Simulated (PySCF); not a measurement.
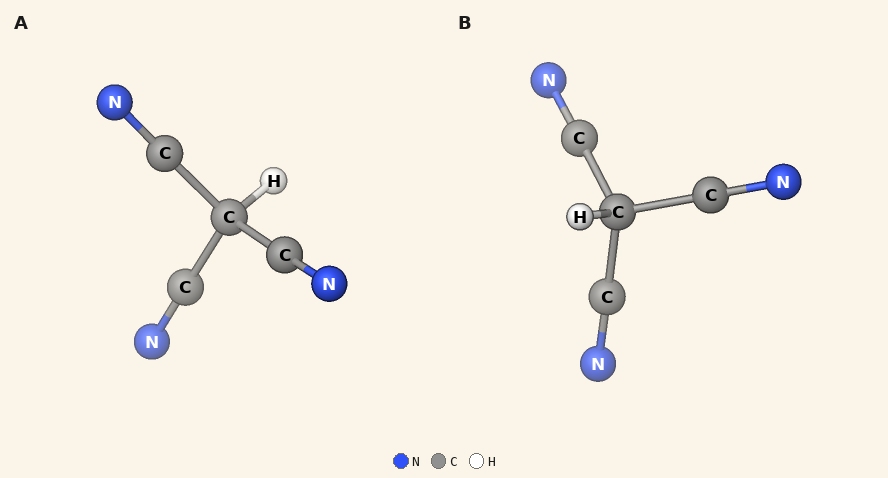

Distant atoms are faded towards the background colour. Computed geometry: PBE0-D3(BJ)/def2-SVP optimisation. No frequency run is at hand to confirm it as a minimum.

Are A and B the same structure? If not, how do they differ?

Answer. Yes. They are the same structure, C4HN3 (N#CC(C#N)C#N), seen from two directions. With point group C3v it is achiral, so its mirror image would be the same too.
